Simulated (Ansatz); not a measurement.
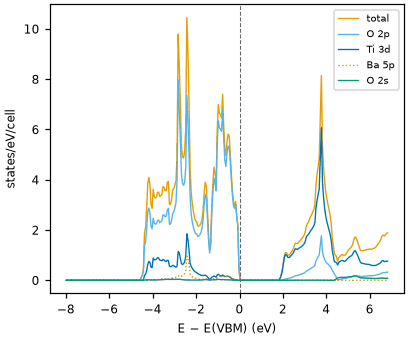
Figure: Total and projected density of states of BaTiO$_{3}$ (cubic perovskite, Pm-3m), the program Ansatz at the LDA level (PAW)

### Question
Which orbitals carry the states next to the gap?

### Answer
Top 1 eV of the valence band: O 2p 93 %. Bottom 1 eV of the conduction band: Ti 3d 87 %, O 2p 10 %. Projections are on Löwdin-orthogonalised atomic valence shells; empty p or d shells of many metals are not among them.

### Question
Where is the tallest occupied peak in this window, and what makes it?

### Answer
Near -2.4 eV, about 10 states/eV per cell; the largest projected share is O 2p.

This is a known high-temperature phase of the composition, computed here at zero pressure and temperature. The LDA relaxation kept the symmetry of its start. At this level the phase is dynamically unstable (imaginary phonons). The run is not spin-polarised. Spin–orbit coupling is left out wherever it is not named.

Potentials: the later of the program's two PAW sets.
